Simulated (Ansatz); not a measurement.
# C9H21Ga: what the fields show

Input file:

```
crystal:
  periodic: [false, false, false]
  atoms:
    - {symbol: C, position_ang: [-2.087741, -1.091064, 1.316223]}
    - {symbol: C, position_ang: [-0.611503, -0.715487, 1.430214]}
    - {symbol: C, position_ang: [-0.391056, 0.292478, 2.553269]}
    - {symbol: Ga, position_ang: [0.081122, -0.064774, -0.331398]}
    - {symbol: C, position_ang: [-0.376586, 1.754983, -1.021267]}
    - {symbol: C, position_ang: [0.702746, 2.731429, -0.550873]}
    - {symbol: C, position_ang: [-1.764133, 2.251594, -0.637516]}
    - {symbol: C, position_ang: [1.316325, -1.266957, -1.344121]}
    - {symbol: C, position_ang: [0.670691, -2.629339, -1.577455]}
    - {symbol: C, position_ang: [2.632103, -1.417832, -0.584843]}
    - {symbol: H, position_ang: [-2.266358, -1.860337, 0.558260]}
    - {symbol: H, position_ang: [-2.471447, -1.481832, 2.267594]}
    - {symbol: H, position_ang: [-2.705690, -0.225636, 1.056551]}
    - {symbol: H, position_ang: [-0.048752, -1.625823, 1.670661]}
    - {symbol: H, position_ang: [-0.911679, 1.235191, 2.358296]}
    - {symbol: H, position_ang: [-0.771803, -0.089044, 3.509738]}
    - {symbol: H, position_ang: [0.666929, 0.530036, 2.699501]}
    - {symbol: H, position_ang: [-0.317499, 1.693303, -2.114867]}
    - {symbol: H, position_ang: [0.715177, 2.825127, 0.540356]}
    - {symbol: H, position_ang: [1.706772, 2.430017, -0.866264]}
    - {symbol: H, position_ang: [0.528098, 3.737970, -0.951978]}
    - {symbol: H, position_ang: [-1.951452, 3.256648, -1.037545]}
    - {symbol: H, position_ang: [-2.558069, 1.600319, -1.013540]}
    - {symbol: H, position_ang: [-1.884024, 2.314732, 0.448248]}
    - {symbol: H, position_ang: [1.525966, -0.806259, -2.316142]}
    - {symbol: H, position_ang: [0.401849, -3.112846, -0.632030]}
    - {symbol: H, position_ang: [-0.240072, -2.563375, -2.180623]}
    - {symbol: H, position_ang: [1.354816, -3.310946, -2.099462]}
    - {symbol: H, position_ang: [2.473448, -1.834176, 0.416034]}
    - {symbol: H, position_ang: [3.157471, -0.465465, -0.463173]}
    - {symbol: H, position_ang: [3.316454, -2.099732, -1.106150]}
basis:
  gaussian: {orbitals: def2-TZVPP}
hamiltonian: {xc: pbe0, dispersion: d4}
output: {orbitals: {seedname: orbitals}}
```

Command:

```sh
ansatz run in.yaml --threads 11 --pin off --events-out ev --progress --plain --max-ram 120832MiB --backend cuda --devices 0, --max-vram 75GiB
```

Geometry: PBE0-D4/def2-TZVP.

Level of theory: RKS PBE0-D4/def2-TZVPP in Ansatz.

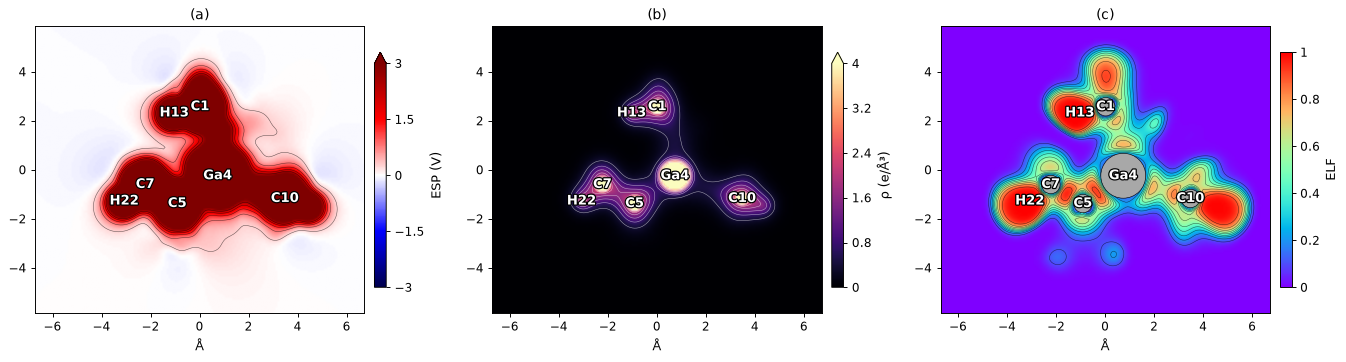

Figure 1. (a) electrostatic potential; (b) electron density; (c) electron localisation function on the plane of atoms Ga4, C5 and C7. Grey discs cover the atomic cores in the ELF map.

Question: What do the fields say about this system?

Answer: Atoms in the plane: C, Ga and H.
C–C (1.52 Å): ρ is about 1.7 e/Å³ halfway; the ELF peaks at about 0.95 between the atoms; a shared electron pair.
C–Ga (2.00 Å): ρ is about 0.76 e/Å³ halfway; the ELF peaks at about 0.90 in the valence shell of C, 0.7 Å from its nucleus, and is about 0.60 at the midpoint.
C–H (1.09 Å): ρ at the midpoint is about 2 e/Å³; the ELF climbs to about 1 towards the hydrogen, as it does in any bond to H; an ordinary covalent bond to hydrogen.
The potential has no marked negative region in this plane.

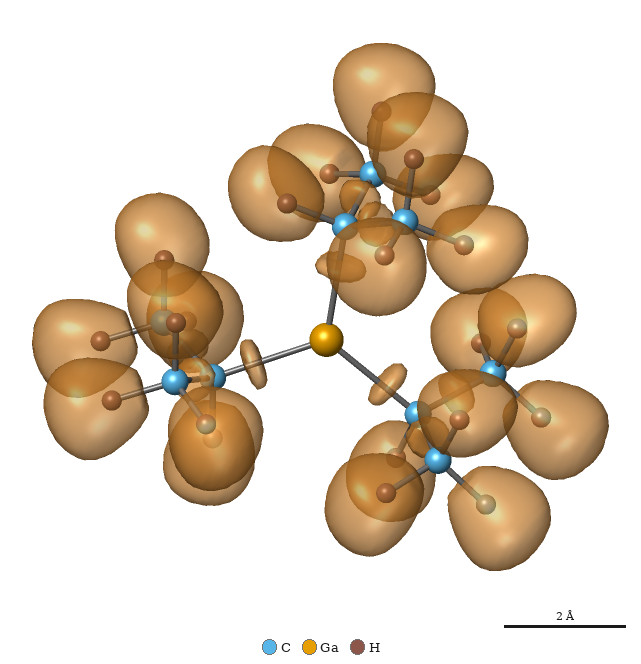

Figure 2. Isosurface of the electron localisation function at 0.85 (orange), seen across its widest extent. Only the valence region is drawn (cores and ρ < 0.01 e/Å³ removed).

Question: What do the ELF domains correspond to?

Answer: The surface consists of six regions between bonded C–C atoms (shared pairs), 21 regions around hydrogen nuclei and three lobes of the valence shell of C pointing towards Ga (polar bonds).

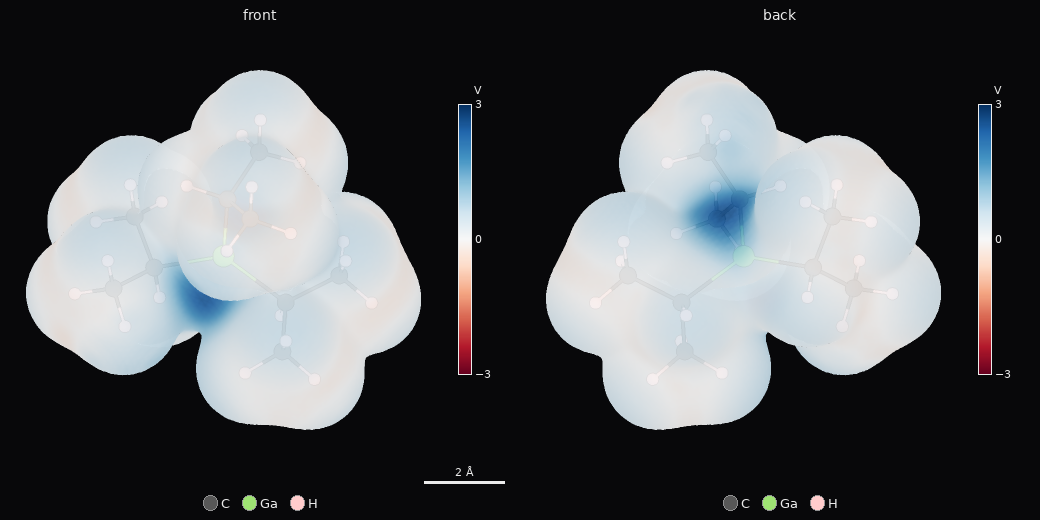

Figure 3. The molecular electrostatic potential painted on the density surface at 0.002 e/bohr³, seen from the front and from behind; red is negative and blue positive.

Question: Describe the electrostatic potential map.

Answer: The most negative region (about −0.2 V) lies over the C atoms, the most positive (about +2.4 V) over Ga4.

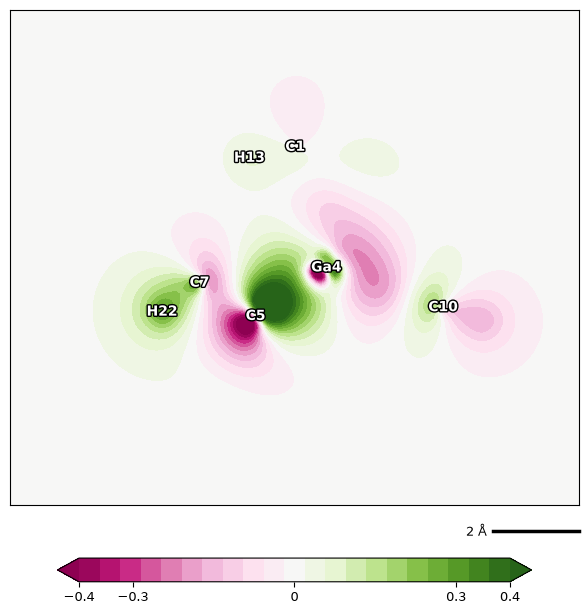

Figure 4. The HOMO−1 on the plane of atoms Ga4, C5 and C7 (values in Å⁻³ᐟ²; the overall sign is arbitrary).

Question: Where does this orbital lie, and at what energy?

Answer: Its weight (Hirshfeld) is mainly on C5 (about 25 %), Ga4 (about 20 %) and C8 (about 15 %). Its energy is −6.45 eV.
